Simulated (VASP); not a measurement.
Band structure of CuI (relaxed from the wurtzite structure, space group P6_3mc). All values below come from r2SCAN meta-GGA, VASP's PBE PAW potentials (set 64) (plane waves; VASP).

Unless said otherwise, spin-orbit coupling is left out, though it shifts the bands of the heavy elements here.

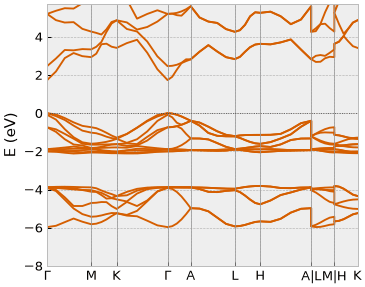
Figure. Bands along high-symmetry lines, zero at the valence-band maximum or, without a gap, the Fermi level

### Question
Read the plot: is there a gap, and where are the band edges?

### Answer
The gap is direct, 1.73 eV, from the valence maximum at Γ to the conduction minimum at Γ.

The structure was generated: CuI was put into the wurtzite type (P6_3mc), which need not be its known phase. It was relaxed first, which changed the volume by -11 %.
